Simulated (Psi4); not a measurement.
# CH5BN− (SMILES [BH3-]N=C): EOM-CCSD/6-31+G(d) (Cartesian functions)

We compute the excited states of CH5BN−. 

Program for the calculation: Psi4 1.11.

1 further run of the same task is left out (set aside as unsound or not needed).

## (1) The molecule

The species is CH5BN− (8 atoms), meant as a singlet with charge -1. As SMILES, `[BH3-]N=C`. The shape is that of a GFN2-xTB optimisation.

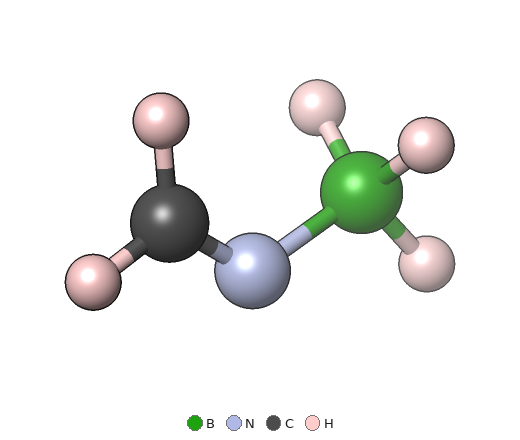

The structure, seen from a chosen angle (boron green, nitrogen light blue, carbon dark grey, hydrogen pink).

## (2) The excited states at EOM-CCSD/6-31+G(d) (Cartesian functions)

Input file run.py:

```python
import psi4

psi4.set_memory(1600000000)
psi4.set_num_threads(1)
psi4.core.set_output_file('ch5bn.out', False)

molecule = psi4.geometry("""
-1 1
B      0.165600     1.032650     0.317000
N      0.676790    -0.343350    -0.170270
C     -0.078150    -1.293200    -0.410600
H     -0.623460     1.495860    -0.501040
H      1.127090     1.777360     0.440280
H     -0.400090     0.897810     1.397340
H     -1.192360    -1.302570    -0.318090
H      0.324580    -2.264550    -0.754640
symmetry c1
no_reorient
no_com
""")

psi4.set_options({
    'basis': '6-31+G*',
    'reference': 'rhf',
    'scf_type': 'pk',
    'roots_per_irrep': [1],
})

energy_value, wavefunction = psi4.properties("eom-ccsd", properties=['oscillator_strength'], molecule=molecule, return_wfn=True)
print(f'total energy {energy_value:.8f} hartree = {energy_value * 27.211386:.5f} eV')
```

On the command line:

```console
python run.py
```

ch5bn.out:

```text
=> Loading Basis Set <=

    Name: 6-31+G*
    Role: ORBITAL
    Keyword: BASIS

         ---------------------------------------------------------
                                   SCF
                              RHF Reference
                        1 Threads,   1525 MiB Core
         ---------------------------------------------------------

  ==> Geometry <==

    Molecular point group: c1
    Full point group: C1

    Geometry (in Angstrom), charge = -1, multiplicity = 1:

       Center              X                  Y                   Z               Mass
    ------------   -----------------  -----------------  -----------------  -----------------
         B            0.165600000000     1.032650000000     0.317000000000    11.009305360000
         N            0.676790000000    -0.343350000000    -0.170270000000    14.003074004430
         C           -0.078150000000    -1.293200000000    -0.410600000000    12.000000000000
[... 4 lines of this table left out ...]
         H            0.324580000000    -2.264550000000    -0.754640000000     1.007825032230

  Running in c1 symmetry.

  Rotational constants: A =      1.38162  B =      0.31689  C =      0.27475 [cm^-1]
  Rotational constants: A =  41419.94928  B =   9500.01472  C =   8236.76937 [MHz]
  Nuclear repulsion =   63.941238414873794

  Charge       = -1
  Multiplicity = 1
  Electrons    = 24
  Nalpha       = 12
  Nbeta        = 12

  ==> Algorithm <==

  SCF Algorithm Type is PK.
  DIIS enabled.
  MOM disabled.
  Fractional occupation disabled.
  Guess Type is SAD.
  Energy threshold   = 1.00e-10
  Density threshold  = 1.00e-10
  Integral threshold = 1.00e-12

  ==> Primary Basis <==

  Basis Set: 6-31+G*
    Blend: 6-31+G*
    Number of shells: 34
    Number of basis functions: 67
    Number of Cartesian functions: 67
    Spherical Harmonics?: false
    Max angular momentum: 2

  ==> Integral Setup <==

  Using in-core PK algorithm.
   Calculation information:
      Number of atoms:                   8
      Number of AO shells:              34
      Number of primitives:             71
      Number of atomic orbitals:        67
      Number of basis functions:        67

      Integral cutoff                 1.00e-12
      Number of threads:                 1

  Performing in-core PK
  Using 5191562 doubles for integral storage.
  We computed 176276 shell quartets total.
  Whereas there are 177310 unique shell quartets.

  ==> DiskJK: Disk-Based J/K Matrices <==

    J tasked:                  Yes
    K tasked:                  Yes
    wK tasked:                  No
    Memory [MiB]:             1144
    Schwarz Cutoff:          1E-12

  Minimum eigenvalue in the overlap matrix is 8.9326880797E-04.
  Reciprocal condition number of the overlap matrix is 1.0543468063E-04.
    Using symmetric orthogonalization.

  ==> Pre-Iterations <==

  SCF Guess: Superposition of Atomic Densities via on-the-fly atomic UHF (no occupation information).

   -------------------------
    Irrep   Nso     Nmo
   -------------------------
     A         67      67
   -------------------------
    Total      67      67
   -------------------------

  ==> Iterations <==

                        Total Energy        Delta E     RMS |[F,P]|

   @RHF iter SAD:  -118.78795787083263   -1.18788e+02   0.00000e+00
   @RHF iter   1:  -119.69248088829701   -9.04523e-01   8.31201e-03 ADIIS/DIIS
   @RHF iter   2:  -119.79697875015066   -1.04498e-01   6.25625e-03 ADIIS/DIIS
   @RHF iter   3:  -119.87907947704699   -8.21007e-02   7.84447e-04 ADIIS/DIIS
   @RHF iter   4:  -119.88108946697119   -2.00999e-03   2.74773e-04 ADIIS/DIIS
   @RHF iter   5:  -119.88143028558979   -3.40819e-04   8.28832e-05 DIIS
   @RHF iter   6:  -119.88148545742087   -5.51718e-05   3.76808e-05 DIIS
   @RHF iter   7:  -119.88149420188702   -8.74447e-06   1.10296e-05 DIIS
   @RHF iter   8:  -119.88149512620222   -9.24315e-07   2.58835e-06 DIIS
   @RHF iter   9:  -119.88149518166951   -5.54673e-08   3.71748e-07 DIIS
   @RHF iter  10:  -119.88149518302224   -1.35273e-09   8.99264e-08 DIIS
   @RHF iter  11:  -119.88149518310439   -8.21530e-11   2.12026e-08 DIIS
   @RHF iter  12:  -119.88149518310981   -5.41434e-12   4.75368e-09 DIIS
   @RHF iter  13:  -119.88149518311019   -3.83693e-13   1.61966e-09 DIIS
   @RHF iter  14:  -119.88149518311018    1.42109e-14   8.54713e-10 DIIS
   @RHF iter  15:  -119.88149518311019   -1.42109e-14   3.75475e-10 DIIS
   @RHF iter  16:  -119.88149518311005    1.42109e-13   8.75785e-11 DIIS
  Energy and wave function converged.

  ==> Post-Iterations <==

    Orbital Energies [Eh]
    ---------------------

    Doubly Occupied:

       1A    -15.345712     2A    -11.076065     3A     -7.320721
       4A     -0.993174     5A     -0.629007     6A     -0.498938
       7A     -0.419460     8A     -0.340429     9A     -0.281358
      10A     -0.222065    11A     -0.177694    12A     -0.155450

    Virtual:

      13A      0.197416    14A      0.224026    15A      0.224799
      16A      0.231540    17A      0.244442    18A      0.261049
      19A      0.262040    20A      0.320947    21A      0.378478
[... 14 lines of this table left out ...]
      64A      3.442312    65A      4.199162    66A      4.690309
      67A      4.857066

    Final Occupation by Irrep:
              A
    DOCC [    12 ]
    NA   [    12 ]
    NB   [    12 ]

  @RHF Final Energy:  -119.88149518311005

   => Energetics <=

    Nuclear Repulsion Energy =             63.9412384148737942
    One-Electron Energy =                -292.7253207663344483
    Two-Electron Energy =                 108.9025871683506068
    Total Energy =                       -119.8814951831100473

Computation Completed

[... 11 lines left out ...]
 Dipole X            :         -8.9577464            8.1870306           -0.7707158
 Dipole Y            :          6.9154874           -8.3062723           -1.3907849
 Dipole Z            :          3.0356522           -3.4140548           -0.3784026
[... 20 lines left out ...]
 OEINTS: Overlap, kinetic, potential, dipole, and quadrupole integrals
[... 61 lines left out ...]
	Frozen core energy     =      0.00000000000000
[... 10 lines left out ...]
	Nuclear Rep. energy          =     63.94123841487379
	SCF energy                   =   -119.88149518311005
	One-electron energy          =   -292.72532077283506
	Two-electron energy          =    108.90258717485123
	Reference energy             =   -119.88149518311002
[... 19 lines left out ...]
    R_Convergence   =     1.0e-07
    E_Convergence   =     1.0e-08
[... 28 lines left out ...]
    Iterations converged.
[... 28 lines left out ...]
    Opposite-spin MP2 correlation energy      =   -0.309110928791406
    Same-spin MP2 correlation energy          =   -0.096422787550769
    Singles MP2 correlation energy            =   -0.000000000000000
    MP2 correlation energy                    =   -0.405533716342174
      * MP2 total energy                      = -120.287028899452196
[... 1 line left out ...]
    Opposite-spin CCSD correlation energy     =   -0.350663759292699
    Same-spin CCSD correlation energy         =   -0.087432758102975
    Singles CCSD correlation energy           =    0.000000000000000
    CCSD correlation energy                   =   -0.438096517395674
      * CCSD total energy                     = -120.319591700505697
[... 100 lines left out ...]
Procedure converged for 1 root(s).
[... 2 lines left out ...]
EOM CCSD R0 for root 0 =   0.00033174694
[... 1 line left out ...]
Final Energetic Summary for Converged Roots of Irrep A
                     Excitation Energy              Total Energy
[... 1 line left out ...]
EOM State 1      3.935    31739.7   0.1446169345  -120.174974765962
[... 15 lines left out ...]
	Putting into environment energy for root of R irrep 1 and root 1.
	Putting into environment CURRENT ENERGY:             -120.1749747660

	Total # of sigma evaluations: 19

			**************************
			*        CCLAMBDA        *
			**************************

	Nuclear Rep. energy (wfn)     =   63.941238414873794
	Reference           (wfn)     =                    0
	SCF energy          (wfn)     = -119.881495183110047
	Reference energy    (CC_INFO) = -119.881495183110019
	CCSD energy         (CC_INFO) =   -0.438096517395674
	Total CCSD energy   (CC_INFO) = -120.319591700505697

	Input parameters:
	-----------------
	Maxiter           =     50
	Convergence       = 1.0e-04
	Restart           =     No
	Cache Level       =     2
	Model III         =     No
	DIIS              =     Yes
	AO Basis          =     No
	ABCD              =     NEW
	Local CC          =     No
	Parameters for left-handed eigenvectors:
	    Irr   Root  Ground-State?    EOM energy        R0
	  1   0     0        Yes       0.0000000000   1.0000000000
	  2   0     1         No       0.1446169345   0.0003317469
	Labels for eigenvector 1:
	LIA 0 -1, Lia 0 -1, LIJAB 0 -1, Lijab 0 -1, LIjAb 0 -1, 2LIjAb - LIjbA 0 -1
	Labels for eigenvector 2:
	LIA 0 0, Lia 0 0, LIJAB 0 0, Lijab 0 0, LIjAb 0 0, 2LIjAb - LIjbA 0 0
	Deleting old CC_LAMBDA data.
	Symmetry of left-hand state: A
	Symmetry of left-hand eigenvector: A

	          Solving Lambda Equations
	          ------------------------
	Iter     PseudoEnergy or Norm         RMS
	----     ---------------------     --------
	   0        -0.438215262455276    0.000e+00
	   1        -0.426871486870248    1.971e-02
	   2        -0.424962056383414    4.658e-03
[... 4 lines of this table left out ...]
	   7        -0.424489355405890    6.948e-05

	Largest LIA Amplitudes:
	         11   0         0.0158483851
	         11   7        -0.0147909602
	         11   5         0.0135313798
	          8  31         0.0120864882
	          8  10        -0.0117593582
	         10   8         0.0117286494
	         11  17         0.0113453407
	          8   6        -0.0107438158
	         11   3         0.0097679408
	          8   8         0.0095133666

	Largest LIjAb Amplitudes:
	  8   8   8   8        -0.0422176457
	 10  10   8   8        -0.0414217733
	  8  10   8   8         0.0328868820
	 10   8   8   8         0.0328868820
	  8   8   8  10         0.0248248855
	  8   8  10   8         0.0248248855
	  8   8  10  10        -0.0225896703
	  8  10   8  10        -0.0198466652
	 10   8  10   8        -0.0198466652
	 10  10   8  10         0.0181872543

	Iterations converged.

	Overlap <L|e^T> =        0.81553322921
	Symmetry of left-hand state: A
	Symmetry of left-hand eigenvector: A
	Initial overlap of initial guess <L|R> =    0.9999997714
	Checking overlap of initial guess <L|R> =    1.0000000000

	          Solving Lambda Equations
	          ------------------------
	Iter     PseudoEnergy or Norm         RMS
	----     ---------------------     --------
	   0        -0.000101784124080    6.948e-05
	   1         0.000016850750332    4.361e-02
	   2         0.000019419109400    1.477e-02
[... 8 lines of this table left out ...]
	  11         0.000025844162660    6.903e-05

	Initial  <L|R>  =        0.9852295147
	Normalizing L...
	L0 * R0 =        0.0000000000
	L1 * R1 =        0.9270961320
	L2 * R2 =        0.0729038680
	 <L|R>  =        1.0000000000
	Pseudoenergy or Norm of normalized L =    0.000026231616365

	Largest LIA Amplitudes:
	         11   2         0.4569402870
	         11   8         0.3022872317
	         11   6        -0.2859411464
	         11  10        -0.1681886200
	          9   2         0.1143376468
	          9   8         0.1035479443
	          9   6        -0.0981549881
	          9  10        -0.0607420234
	         11   5        -0.0363889547
	          7   8         0.0327402972

	Largest LIjAb Amplitudes:
	 10  11   8   8        -0.0306050220
	 11  10   8   8        -0.0306050220
	  8  11   8   2         0.0281098659
	 11   8   2   8         0.0281098659
	  8  11  10   2        -0.0272749447
	 11   8   2  10        -0.0272749447
	  8  11   8   8         0.0263802910
	 11   8   8   8         0.0263802910
	  8  11   2   2         0.0232777472
	 11   8   2   2         0.0232777472

	Iterations converged.

	<L|R> overlap matrix with ROHF quantities (-99 => 0 by symmetry)

                 1            2

    1    1.0000000   -0.0000003
    2    0.0000000    1.0000000

	<L|R> overlap matrix with RHF quantities (-99 => 0 by symmetry)

                 1            2

    1    1.0000000   -0.0000003
    2    0.0000000    1.0000000

	Projections for excited state, irrep A, root 0:
	<0|Le^(-T)|0><0|Re^T|0>  =    0.0000001138
	<0|Le^(-T)|S><S|Re^T|0>  =    0.9260891650
	<0|Le^(-T)|D><D|Re^T|0>  =    0.0739107212
	Sum of above             =    1.0000000000
	Approx. excitation level =    1.0739106075

			**************************
			*                        *
			*        CCDENSITY       *
			*                        *
			**************************

	Input parameters:
	-----------------
	Wave function    = EOM_CCSD
	Reference wfn    =   RHF
	Dertype          = 0
	Tolerance        = 1.0e-14
	Cache Level      = 2
	AO Basis         = No
	OPDM Only        = Yes
	Relax OPDM       = No
	Compute Xi       = No
	Use Zeta         = No
	Xi connected     = No
	Compute NO       = No

	Nuclear Rep. energy (wfn)     =   63.941238414873794
	SCF energy          (wfn)     = -119.881495183110047
	Reference energy    (file100) = -119.881495183110019
	CCSD energy         (CC_INFO) =   -0.438096517395674
	Total CCSD energy   (CC_INFO) = -120.319591700505697
	Number of States = 2

	Ground?  State     EOM Energy       R0
	  Yes     0  A    0.0000000000   1.00000000
	   No     1  A    0.1446169345   0.00033175
DDoing transition

	Oscillator Strength for 1  A
	                              X    	       Y    	       Z
	<0|mu_e|n>               0.01738305 	 -0.05627159 	  0.19231285
	<n|mu_e|0>               0.01875073 	 -0.06101996 	  0.20809783
	Dipole Strength          0.04377952
	Oscillator Strength      0.00422084
	Einstein A Coefficient   2.83627348e+06
	Einstein B Coefficient   5.32649817e+18
Doing transition

	Length-Gauge Rotational Strength for 1  A
	                              X    	       Y    	       Z
	<0|mu_e|n>               0.01738305 	 -0.05627159 	  0.19231285
	<n|mu_m|0>               0.26282613 	  0.45252024 	  0.12202459
	<0|mu_m|n>*              0.25112802 	  0.43208931 	  0.11640747
	<n|mu_e|0>*              0.01875073 	 -0.06101996 	  0.20809783

	Rotational Strength (au)                  0.00256924
	Rotational Strength (10^-40 esu^2 cm^2)   1.21125278

	Velocity-Gauge Rotational Strength for 1  A
	                              X    	       Y    	       Z
	<0|mu_e|n>               0.00136629 	 -0.00346248 	  0.01258993
	<n|mu_m|0>               0.26282613 	  0.45252024 	  0.12202459
	<0|mu_m|n>*              0.25112802 	  0.43208931 	  0.11640747
	<n|mu_e|0>*              0.00143733 	 -0.00341497 	  0.01260330

	Rotational Strength (au)                  0.00235461
	Rotational Strength (10^-40 esu^2 cm^2)   1.11006800
Doing transition
Doing transition

	                   Ground State -> Excited State Transitions

	                   Excitation Energy          OS       RS        RS     Einstein A
	State   (eV)    (cm^-1)    (nm)     (au)              (l,au)   (v,au)     (s^-1)
	 1  A   3.935   31739.7   315.1   0.144617   0.0042   0.0026   0.0024  2.836273E+06

Doing transition
```

Standard output:

```text
total energy -120.17497477 hartree = -3270.12763 eV
```

It took 26 s on 1 thread of Intel Xeon Platinum 8488C (Sapphire Rapids), shared host; peak memory 0.48 GiB.

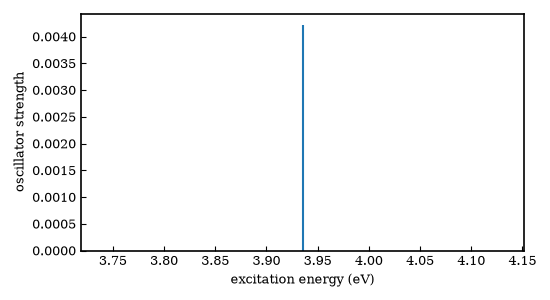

Vertical excitations as sticks.

## (3) Results

At EOM-CCSD/6-31+G* (Cartesian functions):

```
                                             quantity          value
                    ground-state or mean-field energy  -120.31959 Eh
                  HOMO energy (Hartree–Fock orbitals)       -4.23 eV
                  LUMO energy (Hartree–Fock orbitals)        5.37 eV
HOMO–LUMO gap (to an unbound level, set by the basis)        9.60 eV
                                        T1 diagnostic          0.014
                             lowest excitation energy        3.94 eV
```
